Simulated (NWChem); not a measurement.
# CH2FO (SMILES [O]CF): UACM/6-311+G(d)

Aim: the vertical electron affinity of CH2FO at UACM/6-311+G*, from 2 runs. 

The calculation is run with NWChem 7.3.0.

2 further runs of the same task are left out: 1 that didn't finish, 1 set aside as unsound or not needed.

## (1) The system as given

CH2FO: 5 atoms, total charge 0, spin state doublet. As SMILES, `[O]CF`. Geometry: relaxed at PBE0-D4/def2-TZVP.

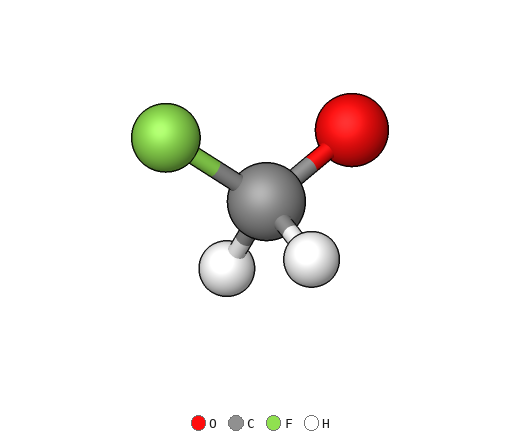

The structure, seen from a chosen angle (oxygen red, carbon grey, fluorine green, hydrogen white).

## (2) Energy and gradient at UACM/6-311+G(d)

ch2fo.nw reads:

```
start ch2fo
memory total 2200 mb
geometry units angstrom noautosym nocenter noautoz
 O    -1.122700    0.202700    0.610000
 C    -0.009600   -0.012300   -0.033000
 F     1.105500   -0.174700    0.757200
 H    -0.112900   -0.924800   -0.655200
 H     0.189500    0.835500   -0.720300
end
basis spherical bse
 * library 6-311+G*
end
dft
 xc acm
 mult 2
 grid medium
 convergence energy 1e-08
 direct
 iterations 150
 print low
end
task dft gradient
```

On the command line:

```console
nwchem ch2fo.nw > ch2fo.out
```

Output:

```text
[...]
 d= 0,ls=0.0,diis     1   -214.1482588932 -2.86D+02  9.71D-03  2.78D-01     1.0
[...]
 d= 0,ls=0.0,diis    13   -214.2930491269 -1.42D-09  1.06D-07  4.24D-11    10.3
[...]
         Total DFT energy =     -214.293049126923
      One electron energy =     -438.131297925559
           Coulomb energy =      176.827755920470
    Exchange-Corr. energy =      -25.114244662942
 Nuclear repulsion energy =       72.124737541109
[...]
      <S2> =      0.7543 (Exact =     0.7500)
                         DFT ENERGY GRADIENTS
    atom               coordinates                        gradient
                 x          y          z           x          y          z
   1 O      -2.121595   0.383047   1.152733    0.001436  -0.000252  -0.000092
   2 C      -0.018141  -0.023244  -0.062361    0.004693  -0.000773   0.002515
   3 F       2.089092  -0.330135   1.430901   -0.005459   0.000833  -0.002740
   4 H      -0.213350  -1.747619  -1.238148   -0.000363  -0.000063   0.000190
   5 H       0.358103   1.578866  -1.361170   -0.000307   0.000254   0.000127
 Task  times  cpu:       14.4s     wall:       14.4s
 Total times  cpu:       14.5s     wall:       14.5s
```

Wall time 15 s (1 thread of Intel Xeon Platinum 8275CL at 3.00GHz (Skylake/Cascade Lake), shared host); peak memory 0.11 GiB.

## (3) The singlet anion at the same level

ch2fo.nw reads:

```
start ch2fo
title "CH2FO"
memory 2200 mb
charge -1

geometry units atomic noautosym nocenter noautoz
  O  -2.12159552  0.38304749  1.15273294
  C  -0.01814137 -0.02324363 -0.06236096
  F   2.08909223 -0.33013515  1.43090062
  H  -0.21335008 -1.74761872 -1.23814856
  H   0.35810310  1.57886618 -1.36116973
end

basis spherical bse
  O library 6-311+G*
  C library 6-311+G*
  F library 6-311+G*
  H library 6-311+G*
end

dft
  xc acm
  grid medium
  convergence energy 1e-08
  direct
  iterations 150
  print medium
end

task dft gradient
```

On the command line:

```console
nwchem ch2fo.nw > ch2fo.out
```

Output:

```text
[...]
          Wavefunction type:  closed shell.
          No. of atoms     :     5
          No. of electrons :    26
[...]
          Charge           :    -1
          Spin multiplicity:     1
[...]
          AO basis - number of functions:    72
[...]
              XC Information
              --------------
          Adiabatic Connection Method XC Potential
                     Hartree-Fock (Exact) Exchange  0.200
                        Slater Exchange Functional  0.800 local
                    Becke 1988 Exchange Functional  0.720 non-local
                      VWN V Correlation Functional  1.000 local
                Perdew 1991 Correlation Functional  0.810 non-local
[...]
 d= 0,ls=0.0,diis     1   -214.1720635949 -2.86D+02  2.12D-02  2.59D+00     0.8
[...]
 d= 0,ls=0.0,diis    10   -214.3689979971 -7.68D-09  1.66D-06  1.67D-08     6.0
         Total DFT energy =     -214.368997997103
      One electron energy =     -445.538610518035
           Coulomb energy =      184.460623444315
    Exchange-Corr. energy =      -25.415743271694
 Nuclear repulsion energy =       72.124732348311
[...]
  wavefunction    = closed shell
                         DFT ENERGY GRADIENTS
    atom               coordinates                        gradient
                 x          y          z           x          y          z
   1 O      -2.121596   0.383047   1.152733   -0.001672  -0.000111  -0.010843
   2 C      -0.018141  -0.023244  -0.062361    0.078046  -0.012637   0.022451
   3 F       2.089092  -0.330135   1.430901   -0.043808   0.006628  -0.024242
   4 H      -0.213350  -1.747619  -1.238149   -0.014773   0.011846   0.006014
   5 H       0.358103   1.578866  -1.361170   -0.017793  -0.005725   0.006619
[...]
```

Run time: 11 s. Hardware: 1 thread of Intel Xeon Platinum 8275CL at 3.00GHz (Skylake/Cascade Lake), shared host; peak memory 0.11 GiB.

## (4) What came out

At UACM/6-311+G*:

| quantity | value |
| --- | --- |
| doublet CH2FO: total energy | -214.29305 Eh |
| doublet CH2FO: ⟨S²⟩ | 0.754 |
| doublet CH2FO: largest force on an atom | 0.317 eV/Å |
| singlet anion: total energy | -214.36900 Eh |
| singlet anion: HOMO energy | 0.66 eV |
| singlet anion: LUMO energy | 4.91 eV |
| singlet anion: HOMO–LUMO gap (to an unbound level, set by the basis) | 4.24 eV |
| singlet anion: largest force on an atom | 4.226 eV/Å |
| vertical electron affinity (to the singlet anion) | 2.067 eV |

What this shows: At fixed nuclei the extra electron is bound by 2.07 eV (48 kcal/mol). The largest force (doublet CH2FO) is 0.32 eV/Å: the shape isn't a stationary point for this species at this level. The HOMO (singlet anion) lies at positive energy, 0.66 eV; only total energies tell whether the electron is bound.
